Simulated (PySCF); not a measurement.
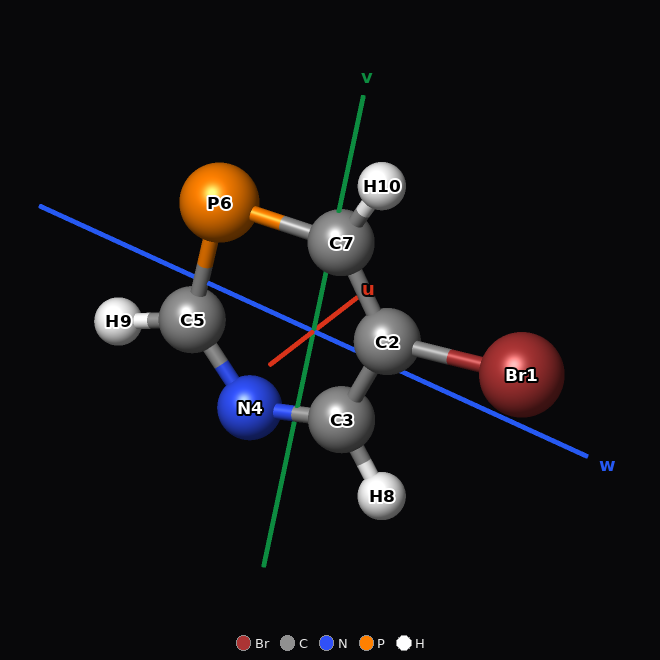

The lines u, v and w are the principal axes of the static dipole polarisability. Computed geometry: GFN2-xTB optimisation. No frequency run is at hand to confirm it as a minimum. Computed with PBE0/def2-SVPD (PySCF 2.14.0).

**Along which axis is the molecule most polarisable, and along which least?**

Most along w (in the molecular plane, nearly parallel to the P6–C7 bond), least along u (normal to the molecular plane).

**Give the three principal values.**

u 60.9, v 98.0, w 139.0 bohr³; mean 99.3, anisotropy 67.7 bohr³.

The geometry is semi-empirical. Around Br, P such bond lengths and angles can be off by a tenth of an ångström or more and by several degrees, and values that hang on the shape move with them.
